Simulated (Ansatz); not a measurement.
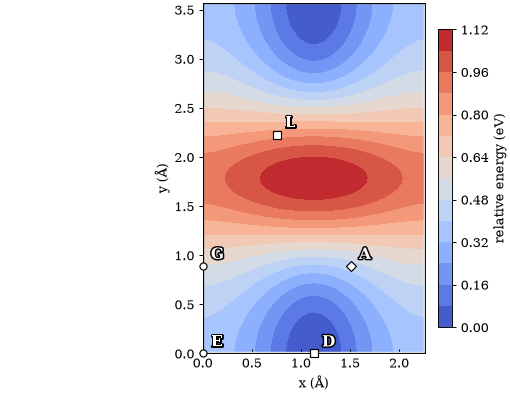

Cl on a Be(100) slab cut from the P6_3/mmc phase, its upper half relaxed before the scan (24 atoms of substrate and one adsorbate in a 2 × 2 cell). 
- Cl is moved over the surface cell; relaxed at each place: the height of the adsorbate's atoms; substrate rigid; the origin of the map has the adsorbate above Be21.
- Places are given modulo a cell vector. The map is drawn in real space over the plane of the surface.
- Grid: 6 × 8 points; 20 points were computed and 28 follow by symmetry.
- Places are given in fractions of the 1 × 1 surface cell.
- Energies: eV, counted from the lowest grid point.
- The runs have no spin polarisation; a magnetic state may lie lower.
- Level of theory: DFT PBE, scalar-relativistic, plane waves, PAW (Ansatz). Settings: cutoff 420 eV, k-mesh 6×4×1, gaussian smearing 0.1 eV, no spin polarisation.

The picture shows filled contours, the outline of one cell of the plane, lettered points. Between grid points the surface is interpolated.

Question: Is L the lowest point of the computed grid?

Answer: No. L lies 0.84 eV above the lowest grid point, which is at a bridge site between two Be atoms, over a third-layer Be atom, (3/6, 0/8) of the cell vectors.

Question: Rank the lettered points by energy, lowest first.

Answer: D (0.00 eV), E (0.37 eV), A (0.44 eV), G (0.55 eV), L (0.84 eV).

Question: What kind of point is each of A, D, E, G, L: minimum, saddle, maximum or slope?

Answer: A: on a slope; D: minimum; E: saddle point; G: on a slope; L: on a slope. (In these two coordinates alone; a stationary point may lie a little off the grid point.)
